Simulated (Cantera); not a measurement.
Feed: 1 mol SiH2Cl2, 0.016 mol Cl2, 5.6 mol N2, held at 10.0 mbar.

Method: chemical equilibrium by Gibbs-energy minimisation in Cantera with the NASA 1993 tables (ideal gas, pure condensed phases). Candidate condensed phases: NH4Cl, Si, Si3N4; 28 gas species. N2 is the only nitrogen source here; it is nearly inert below about 1500 K, so the nitride shown seldom forms there in practice. The tables' values for SiCl3 are old estimates; treat these amounts as uncertain. The numbers say what is thermodynamically allowed, not how fast it happens.

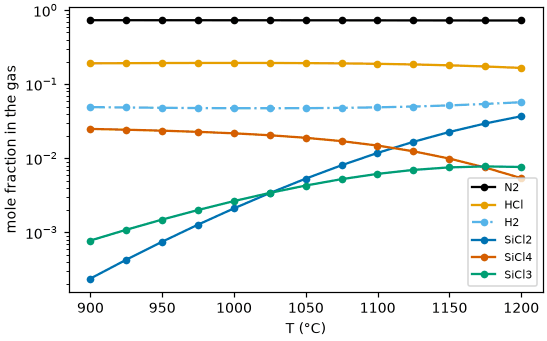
Equilibrium gas composition (values under 1e-9 drawn at 1e-9)

Q: Read off the mole fractions at 1125 °C.

A: N2 about 0.73, HCl about 0.19, H2 about 0.050, SiCl2 about 0.017, SiCl4 about 0.012, SiCl3 about 0.0070.
